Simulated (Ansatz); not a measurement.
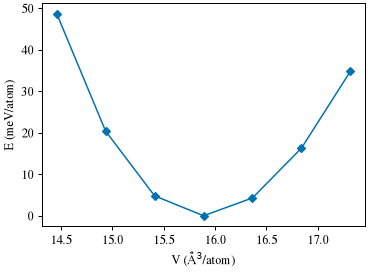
Figure. Al$_{2}$Cu in space group P4/mmm (No. 123; Al on 2e, Cu on 1a) under volume change, DFT-r²SCAN in the program Ansatz with PAW potentials, shape and atoms relaxed at each volume.

**Question.** What does a third-order Birch–Murnaghan fit give for V₀, B₀ and B′?

**Answer.** V₀ = 15.89 Å³/atom, B₀ = 102 GPa, B′ = 4.6.

The first step of the workflow began from a Materials Project structure, measured or hypothetical; the Crystallography Open Database copy checked does not list it. It is not the phase usual at ambient conditions (space group No. 140). Symmetry was held in the r²SCAN relaxation; its stability against distortions is not shown here. The run is not spin-polarised.

Potentials: the later of the program's two PAW sets.
